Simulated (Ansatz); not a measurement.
Take AlP in the zinc blende structure (space group F-43m, No. 216; a = 5.5073 Å) as the base.

Modification: 0.209 electrons added to each cell, a density of 5.0×10^21 cm⁻³, with a uniform compensating background at fixed cell and a 300 K Fermi–Dirac width.

Computed with PBE, PAW, 420 eV (Ansatz, a program for electronic structure; scalar-relativistic without spin-orbit coupling), earlier PAW set.

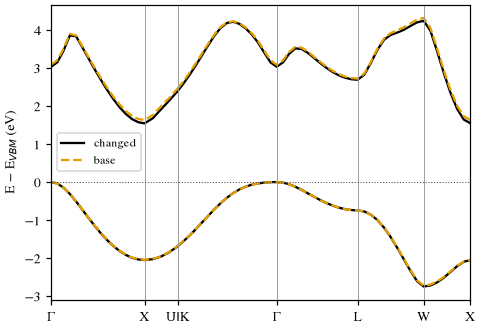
*Highest valence and lowest conduction band along the path, each from its own valence-band maximum*

Question: From the figure, how large is the changed gap, and is it direct?

Answer: About 1.5 eV, indirect, Γ → X.

Charged cell with a jellium background: band edges are those of the host's band count, energies are not comparable with the neutral cell, and many-body gap narrowing is missing. Gaps are Kohn–Sham eigenvalue differences; semilocal functionals usually give less than the measured gap. Stability against distortions was not tested.
